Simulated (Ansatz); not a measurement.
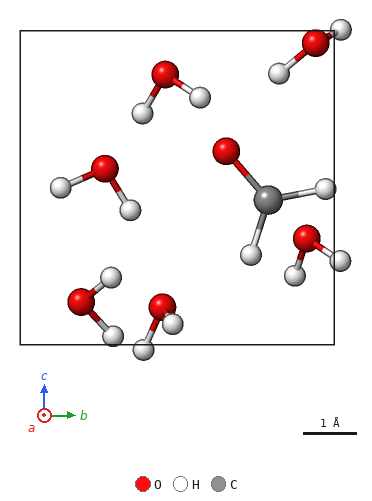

Starting frame of a dynamics run of a periodic cell with 6 H2O + 1 H2CO at 1.057 g/cm³. The picture is a ball-and-stick view of the simulation cell, seen along the a axis.

These are results of DFT PBE, scalar-relativistic, plane waves, PAW in Ansatz, not measurements.

The input:
```yaml
accuracy: low
crystal:
  lattice:
    - [6.008322, 0.0, 0.0]
    - [0.0, 6.008322, 0.0]
    - [0.0, 0.0, 6.008322]
  atoms:
    - { symbol: O, position: [0.7454407, 0.46194628, 0.86018369] }
    - { symbol: H, position: [0.8382804, 0.57265311, 0.78674319] }
    - { symbol: H, position: [0.65612976, 0.38933857, 0.73622885] }
    - { symbol: O, position: [0.67354977, 0.9122712, 0.33835188] }
    - { symbol: H, position: [0.56680978, 0.87452618, 0.2197699] }
    - { symbol: H, position: [0.77731037, 1.01913722, 0.26677314] }
    - { symbol: O, position: [0.49267884, 0.2698397, 0.56062972] }
    - { symbol: H, position: [0.44452298, 0.35083891, 0.42818498] }
    - { symbol: H, position: [0.55426039, 0.12902922, 0.49989555] }
    - { symbol: O, position: [0.96522603, 0.19422958, 0.13621747] }
    - { symbol: H, position: [1.07284063, 0.28924368, 0.21384001] }
    - { symbol: H, position: [0.88863578, 0.29580955, 0.02719623] }
    - { symbol: O, position: [0.3679912, 0.45273606, 0.11955387] }
    - { symbol: H, position: [0.30129407, 0.39272404, -0.01622079] }
    - { symbol: H, position: [0.51986133, 0.48559936, 0.06565867] }
    - { symbol: O, position: [0.33155476, 0.94067489, 0.96026782] }
    - { symbol: H, position: [0.19606661, 1.02081147, 1.00271519] }
    - { symbol: H, position: [0.27519166, 0.82396034, 0.86320203] }
    - { symbol: O, position: [0.12396788, 0.65618882, 0.61599253] }
    - { symbol: C, position: [0.11924937, 0.7899118, 0.46080896] }
    - { symbol: H, position: [0.10649998, 0.7346013, 0.28616932] }
    - { symbol: H, position: [0.12288362, 0.97199543, 0.49580277] }
basis:
  ecutwfc: 420.0
kpoints:
  mp_grid: { grid: [1, 1, 1] }
hamiltonian:
  xc: pbe
scf:
  occupations: { method: fermi_dirac, width: 0.05 }
  lower_state_search: "off"
md:
  timestep: 0.5
  n_steps: 300
  ensemble: nvt_langevin
  temperature: 350.0
  initial_velocities: maxwell_boltzmann
  seed: 633271
  friction: 0.02
```

Run as
```bash
ansatz run input.yaml --threads 1 --pin off --max-ram 3072MiB --backend cpu --events-out ev --progress --plain --runs-dir out
```

What does the trajectory do?

Answer. Over the second half the temperature averages 333 K (spread ±49 K). The potential energy in the second half lies on average 31.2 meV per atom above the first frame. In the second half of the run the atoms are, in the root-mean-square, this far from where they began (common drift taken out): H 0.43 Å, O 0.34 Å, C 0.26 Å. The heavy atoms stay within a fraction of a molecule's size of their starting places; so short a run doesn't tell a liquid from a solid.

Along the run (each row but the first and the last is the mean over the interval that it begins):

| time (fs) | potential energy (meV/atom) | T (K) |
| --- | --- | --- |
| 0.0 | 0.0 | 334 |
| 18.5 | 28.2 | 276 |
| 37.0 | 27.2 | 341 |
| 55.5 | 29.5 | 267 |
| 74.0 | 28.0 | 305 |
| 92.5 | 33.7 | 330 |
| 111.0 | 33.9 | 378 |
| 129.5 | 29.3 | 330 |
| 148.0 | 23.0 | 293 |

The paths of the atoms:

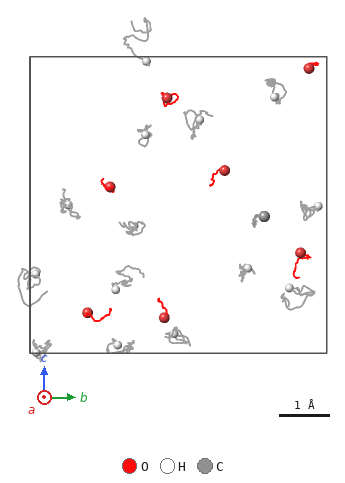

Limits of the set-up: the program's low-accuracy preset was used; the periodic images lie only 6.0 Å apart, so the values are limited by the cell's size.

Cost: 6.2 min on 1 thread of Intel(R) Xeon(R) Platinum 8259CL CPU @ 2.50GHz (Skylake/Cascade Lake) (shared host), peak memory 0.46 GiB.
